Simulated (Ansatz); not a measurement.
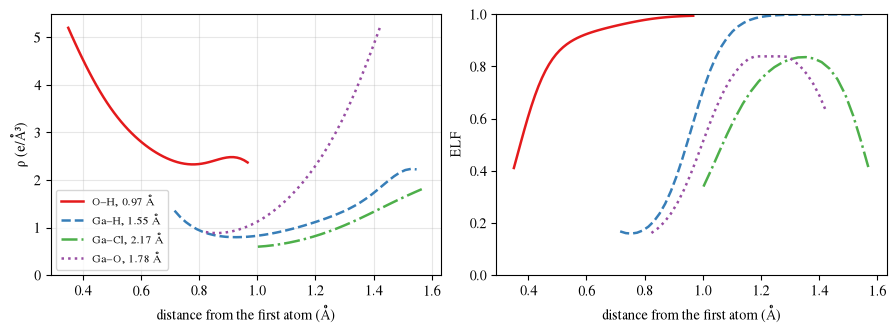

ClGaH2O. Total electron density and electron localisation function along straight lines between neighbouring atoms. The curves leave out the atomic cores.

Theory: RKS B3LYP/def2-SVP in Ansatz 0.2.0.

```yaml
atoms:
  - { symbol: Ga, position_ang: [0.0142, -0.0242, -0.0314] }
  - { symbol: O, position_ang: [-0.0388, -0.1245, 1.7451] }
  - { symbol: H, position_ang: [-0.9268, -0.1682, 2.1248] }
  - { symbol: H, position_ang: [1.3640, 0.0521, -0.7846] }
  - { symbol: Cl, position_ang: [-1.9022, -0.0165, -1.0417] }
```

**Compare the contacts.**

O–H (0.97 Å): ρ at the midpoint is about 3.6 e/Å³; the ELF climbs to about 1 towards the hydrogen, as it does in any bond to H (an ordinary covalent bond to hydrogen).
Ga–H (1.55 Å): the density is about 1 e/Å³ at the midpoint; the ELF climbs to about 1 towards the hydrogen.
Ga–Cl (2.17 Å): the density is about 0.65 e/Å³ at the midpoint; the ELF peaks at about 0.85 in the valence shell of Cl, 0.8 Å from its nucleus, and is about 0.55 at the midpoint.
Ga–O (1.78 Å): ρ is about 0.9 e/Å³ halfway; the ELF peaks at about 0.85 in the valence shell of O, 0.6 Å from its nucleus, and is about 0.25 at the midpoint.
